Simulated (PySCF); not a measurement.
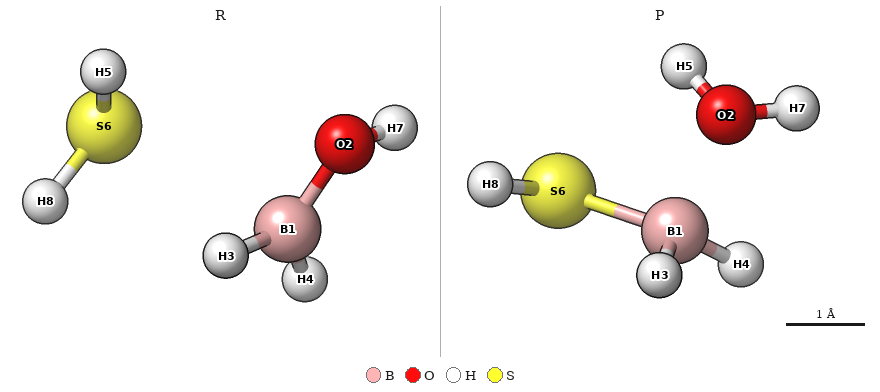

Reactant (R) and product (P) of one elementary step of BH$_{5}$SO. The picture is a ball-and-stick view, seen face on.

Stationary points at PBE0-D4/def2-TZVP, single-point energies with CCSD(T)/CBS (def2-TZVPP where no basis is named; PySCF 2.14.0). The energies are electronic, without zero-point or thermal terms, and both ends are the minima reached downhill from the saddle, with any fragments still in contact. CCSD(T)/CBS stands for a frozen-core estimate: MP2 correlation extrapolated from def2-TZVPP and def2-QZVPP, CCSD(T) minus MP2 from the smaller set.

R:
```xyz
8

B    -0.4893   -0.1056   -0.9537
O     0.3797    0.7884   -1.4830
H    -0.1163   -1.2419   -0.8873
H    -1.6114    0.2161   -0.6733
H     1.5127   -0.1816    1.4652
S     0.3064    0.0768    1.9932
H     0.0160    1.6749   -1.5403
H     0.0021   -1.2271    2.0793
```

P:
```xyz
8

B    -0.5560   -0.3118   -0.2161
O     0.7699    0.6470   -0.7321
H    -0.3835   -1.3483   -0.7853
H    -1.5051    0.3540   -0.5343
H     1.1004    0.9759    0.1217
S    -0.3580   -0.3386    1.6420
H     0.4520    1.4041   -1.2387
H     0.4804   -1.3825    1.7428
```

Q: Predict the saddle point between them and the barrier.

A: Counted by bonded pieces, R holds BH₃O + H₂S and P holds BH₃S + H₂O. From R over the saddle to P, bonds form: B1–S6 (3.06 → 2.05 → 1.87 Å), O2–H5 (3.30 → 1.35 → 0.97 Å). Bonds break: B1–O2 (1.35 → 1.52 → 1.72 Å), H5–S6 (1.34 → 1.54 → 2.48 Å). The saddle has one imaginary mode, 1114i cm⁻¹. With CCSD(T)/CBS the barrier is 94.0 kJ/mol from R and 69.9 kJ/mol from P, and P lies 24.1 kJ/mol above R.

Saddle geometry:

```xyz
8

B    -0.5180   -0.2331   -0.4367
O     0.7318    0.5655   -0.7885
H    -0.4655   -1.3772   -0.7838
H    -1.5399    0.3753   -0.6072
H     0.7578    0.5862    0.5585
S    -0.1468   -0.1351    1.5794
H     0.5065    1.4145   -1.1795
H     0.6739   -1.1962    1.6578
```

The saddle point in the same view, with dashed sticks for the bonds that form or break:

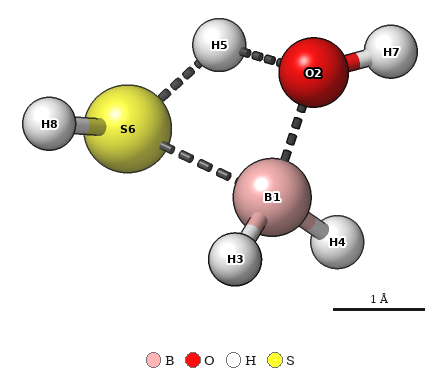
